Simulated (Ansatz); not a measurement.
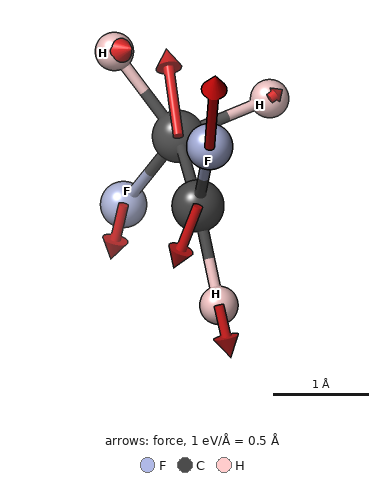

Starting geometry of C2H3F2 (multiplicity 2) with the computed forces as red arrows. The picture is a ball-and-stick view, seen from a free direction.

The run prepares an end point of a later path (torsion) calculation, from a guessed geometry.

Level of theory: UKS PBE-D4/def2-SVP (Ansatz 0.2.0). Settings: collinear spin; force threshold 0.015 eV/Å; at most 40 steps.

> What follows when this structure is relaxed?

It isn't relaxed: the largest force vector, on an F atom, is 2.41 eV/Å. The final displacements have little in common with the starting forces (cosine between the two patterns −0.17). The atom that moves furthest after the best rigid fit is an F atom (0.81 Å). Largest moves by element: F 0.81 Å, H 0.60 Å, C 0.19 Å. Some distances before and after: C–F 1.362 → 1.409 Å, C–F 1.295 → 1.341 Å, C–C 1.442 → 1.473 Å, C–H 1.072 → 1.103 Å. Bond angles that change, for instance: F–C–H 104.0° → 108.0°, C–C–H 113.6° → 109.7°, H–C–H 105.7° → 109.1°. Over 15 accepted moves (16 points after the start) the energy falls by 7.24 kcal/mol. The largest force component goes from 2.1 to 0.012 eV/Å. The line search rejected the trial step at point 6 of the run. Cost: 28 s on 1 thread of Intel(R) Xeon(R) Platinum 8559C (Emerald Rapids) (shared host), peak memory 0.14 GiB.
